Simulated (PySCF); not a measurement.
```yaml
atoms:
  - { symbol: C, position_ang: [-1.4121, 0.6793, 1.5843] }
  - { symbol: C, position_ang: [-1.0890, -0.0051, 0.4703] }
  - { symbol: C, position_ang: [-2.0876, -0.2033, -0.6514] }
  - { symbol: C, position_ang: [0.0635, -0.8481, 0.5112] }
  - { symbol: C, position_ang: [0.9894, -0.6415, -0.7384] }
  - { symbol: Si, position_ang: [2.3688, 0.7188, -0.5157] }
  - { symbol: H, position_ang: [-2.2584, 1.3260, 1.5749] }
  - { symbol: H, position_ang: [-0.7905, 0.7182, 2.4043] }
  - { symbol: H, position_ang: [-1.8648, 0.2180, -1.6266] }
  - { symbol: H, position_ang: [-3.0904, 0.2305, -0.4243] }
  - { symbol: H, position_ang: [-2.3443, -1.2747, -0.8329] }
  - { symbol: H, position_ang: [0.6042, -0.7385, 1.4210] }
  - { symbol: H, position_ang: [-0.3735, -1.8699, 0.3733] }
  - { symbol: H, position_ang: [1.4450, -1.6058, -0.8952] }
  - { symbol: H, position_ang: [0.2432, -0.5361, -1.5818] }
  - { symbol: H, position_ang: [2.7774, 1.3741, -1.7273] }
  - { symbol: H, position_ang: [3.4294, 0.4266, 0.3498] }
  - { symbol: H, position_ang: [1.9849, 2.0387, 0.0909] }
```

Geometry: GFN2-xTB, MD frame at 250 fs, 400 K.

Method: PBE0/pcSseg-1, SCF density, gas phase, non-relativistic (PySCF 2.14.0).

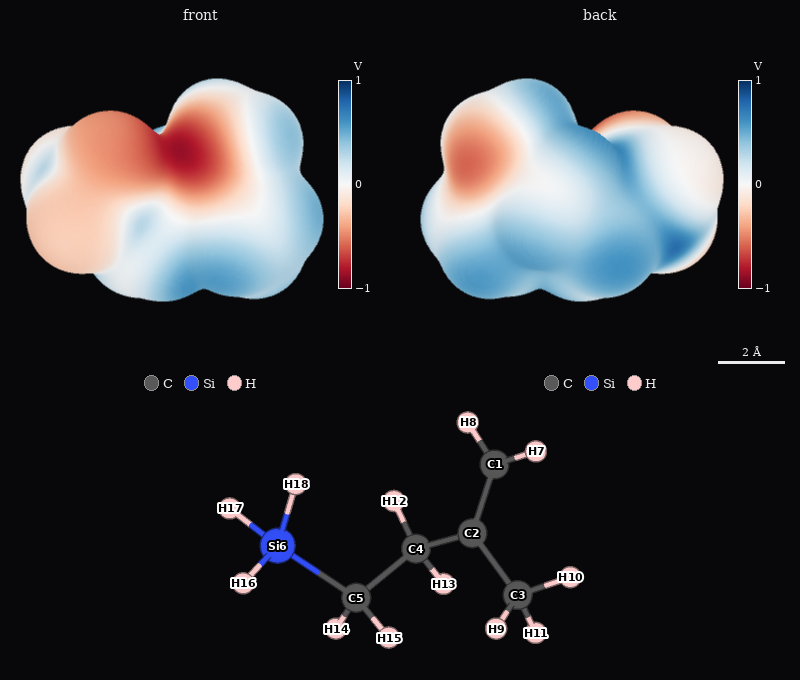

C5H12Si (SMILES C=C(C)CC[SiH3]). The electrostatic potential painted on the density surface at 0.001 e/bohr³, seen from the front and from behind; the colour scale runs from red (negative) to blue (positive). The bare structure is drawn below in the same view.

Q: Which sites attract a positive test charge, and which a negative one?

A: A positive charge is drawn to the negative regions and a negative charge to the positive ones. The most negative region (about −0.8 V, or −18 kcal/mol for a unit charge) lies over C1, C2 and H18, the most positive (about +0.7 V, or +16 kcal/mol for a unit charge) over Si6.
